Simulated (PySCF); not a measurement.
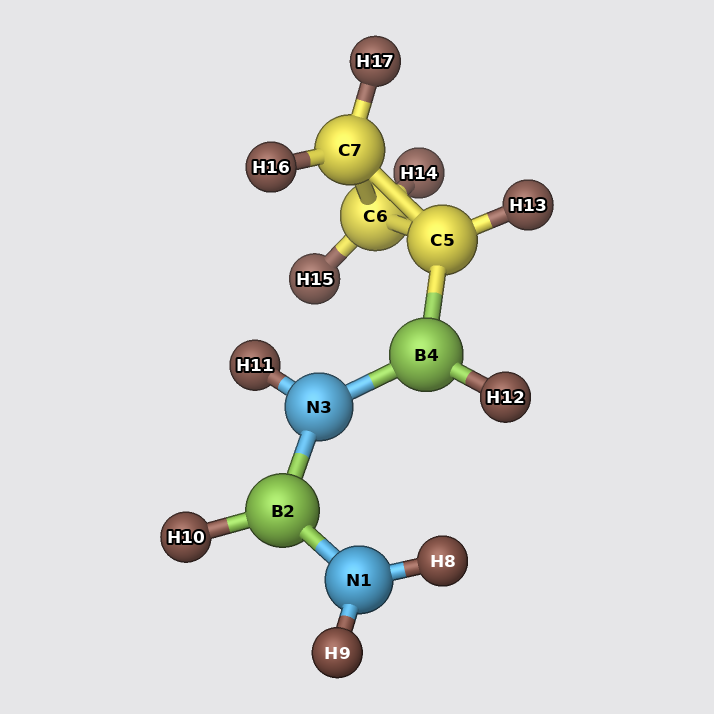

The computed structure is the end point of a GFN2-xTB optimisation. No frequency run is at hand to confirm it as a minimum. Properties computed with B3LYP/pcJ-1 indirect spin-spin coupling, non-relativistic, gas phase (PySCF 2.14.0). Isotopes: 11B, 13C, 1H, 15N.

Give the spin–spin coupling constants of these pairs, with the number of bonds between them: N1/H8, N1/B2, B4/C5, B4/H12, B2/B4, B2/H8, N3/H10, B4/C7, B4/H11, N1/B4, B2/C5, N3/H9, B4/H15.

| pair | bonds apart | J (Hz) |
| --- | --- | --- |
| N1, H8 | 1 | −84.0 |
| N1, B2 | 1 | −34.2 |
| B4, C5 | 1 | 69.7 |
| B4, H12 | 1 | 129.7 |
| B2, B4 | 2 | 1.3 |
| B2, H8 | 2 | −1.8 |
| N3, H10 | 2 | −4.8 |
| B4, C7 | 2 | −1.4 |
| B4, H11 | 2 | −3.9 |
| N1, B4 | 3 | −2.0 |
| B2, C5 | 3 | 3.9 |
| N3, H9 | 3 | −4.6 |
| B4, H15 | 3 | 4.7 |

The geometry is semi-empirical. Around B such bond lengths and angles can be off by a tenth of an ångström or more and by several degrees, and values that hang on the shape move with them.
